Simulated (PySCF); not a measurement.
## Geometry relaxation, with input and output: RuH4 (part 3 of 3)

The same run, continued: RuH4, multiplicity 3; UHF/def2-tzvp, optimize (PySCF 2.14.0). 

Geometry of the input (Å):
```
Ru 0.0000  0.0000  0.0000
H  1.3867  0.9336  0.3200
H  -1.3865  -0.9339  0.3203
H  0.9337  1.3867  -0.3199
H  -0.9340  -1.3864  -0.3204
```

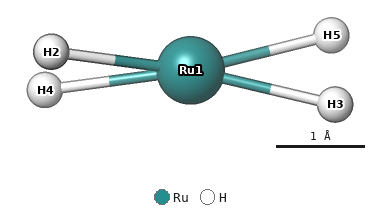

**Figure 1.** The starting structure (ball-and-stick view, seen on its broad side; atoms are numbered from 1 in the order of the input). Sticks mark near contacts.

```
Step    5 : Displace = 2.536e-04/2.839e-04 (rms/max) Trust = 2.828e-01 (+) Grad = 4.225e-06/4.882e-06 (rms/max) E (change) = -96.3449381432 (-7.873e-08) Quality = 1.036
Hessian Eigenvalues: 3.19553e-02 3.19559e-02 3.23747e-02 ... 1.01658e-01 1.03241e-01 1.90245e-01
Converged! =D

    #| If this code has benefited your research, please support us by citing: |#
    #| Wang, L.-P.; Song, C.C. (2016) "Geometry optimization made simple with |#
    #| translation and rotation coordinates", J. Chem, Phys. 144, 214108.     |#
    #|                                     |#
optimised geometry (angstrom)
Ru         -0.00001392       -0.00000390       -0.00000137
H           1.43976386        1.03771045        0.28395456
H          -1.43956834       -1.03796605        0.28419623
H           1.03779194        1.43972903       -0.28384634
H          -1.03807353       -1.43946953       -0.28430308
orbital energies (hartree): [array([-0.3684, -0.3481, -0.3048,  0.0475,  0.0475,  0.1021]), array([-0.3181, -0.3181, -0.3032,  0.0594,  0.0647,  0.0647])]
```
